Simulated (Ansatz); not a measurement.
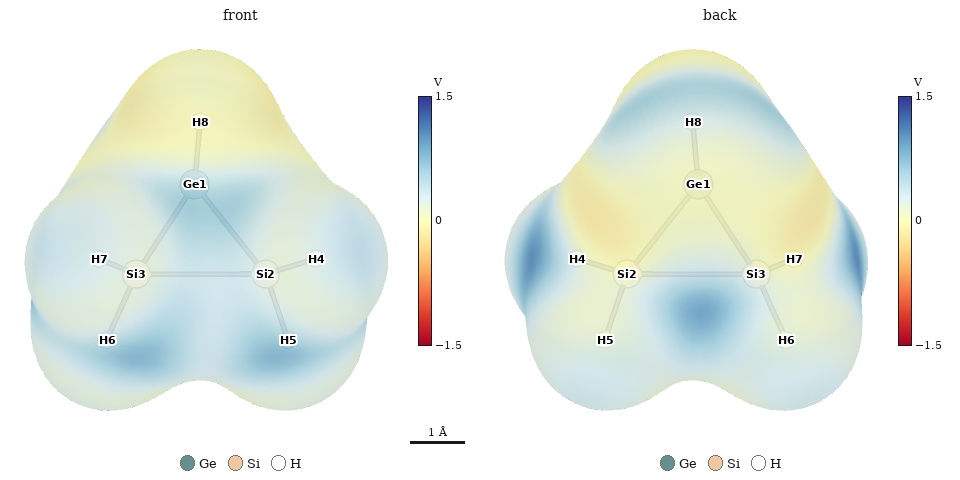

Figure. GeH5Si2 (SMILES [SiH2]1[SiH2][GeH]1) (doublet). The molecular electrostatic potential painted on the density surface at 0.002 e/bohr³, seen from the front and from behind; the colour scale runs from red (negative) to blue (positive).

Geometry: PBE0-D3(BJ)/def2-SVP.

Level of theory: isolated molecule in a Gaussian basis; Kohn-Sham density functional theory, functional PBE0 in Ansatz.

```xyz
8

Ge   -0.1128   -0.2533    0.7923
Si    1.8599   -1.4135    1.4425
Si    1.8019    0.9952    1.4525
H     2.7033   -2.2068    0.5001
H     2.0123   -1.9013    2.8451
H     1.9308    1.4780    2.8592
H     2.6061    1.8361    0.5171
H     0.0662   -0.2430   -0.7646
```

**Which sites attract a positive test charge, and which a negative one?**

A positive charge is drawn to the negative regions and a negative charge to the positive ones. The most negative region (about −0.2 V) lies over H5, the most positive (about +1.0 V) over Si2 and Si3.

**How polar is the molecule by this calculation?**

Its dipole moment is 0.45 D.
